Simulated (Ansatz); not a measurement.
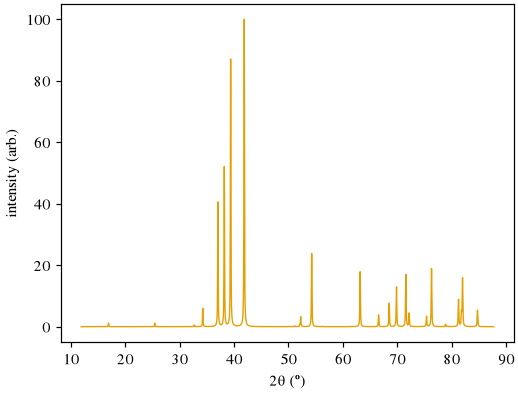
Figure. Simulated powder pattern, Cu Kα, λ = 1.54184 Å

The pattern belongs to a structure relaxed with PBEsol in the plane-wave PAW code Ansatz.

Q: Which of these materials gives this?
(A) ZrTa, Pmma (Ta on 2e, Zr on 2f)
(B) NbAg, Pmma (Ag on 2e, Nb on 2f)
(C) Ag, diamond
(D) Nb3Sn, Fm-3m (Sn on 4a, Nb on 4b, Nb on 8c)

A: B, NbAg, Pmma (Ag on 2e, Nb on 2f)

The start of the workflow was typed in or built on a structure type; neither database checked (COD, Materials Project) lists it. Its standing as an ambient phase is unchecked. Symmetry was held in the PBEsol relaxation; phonons show weakly imaginary modes. No spin polarisation was allowed. Its formation energy is positive at this level, so the cell may be metastable or incomplete.

Potentials: the earlier of the program's two PAW sets. The files were generated under PBE; for other functionals the program regenerates the frozen cores, and for LDA and PBEsol the local potential too.
